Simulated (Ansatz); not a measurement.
# Direct or indirect: MgO (Fm-3m)

```yaml
crystal:
  lattice:
    - [0.00000, 2.10850, 2.10850]
    - [2.10850, 0.00000, 2.10850]
    - [2.10850, 2.10850, 0.00000]
  atoms:
    - { symbol: Mg, position: [0.00000, 0.00000, 0.00000] }
    - { symbol: O, position: [0.50000, 0.50000, 0.50000] }
```

Method: Ansatz, PBE, independent particles, without spin-orbit coupling, line width 0.15 eV (Gaussian). The band structure gives a fundamental gap of 4.71 eV. The spectrum of vertical transitions near the edge:

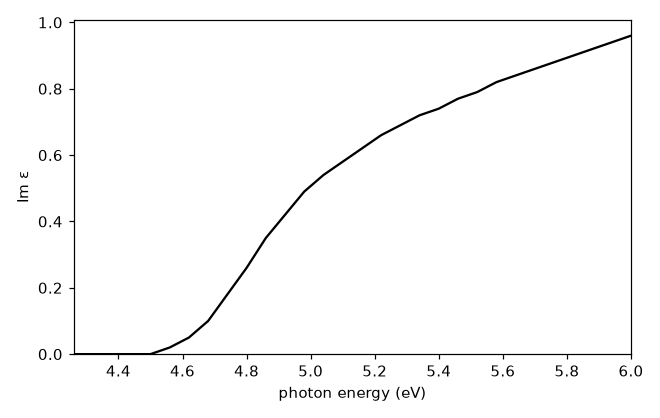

(1) Is the gap direct or indirect, and about where do vertical transitions set in?

## Answers

(1) Direct: the band path has its least direct gap at the fundamental one, 4.71 eV, and the curves rise from there. Lines are broadened by 0.15 eV, which spreads the edge.

[Logs are printed without paths, hosts, clocks, repeated set-up lines and the standing remarks that a program may print on its own settings, such as how far it seeks lower states.]
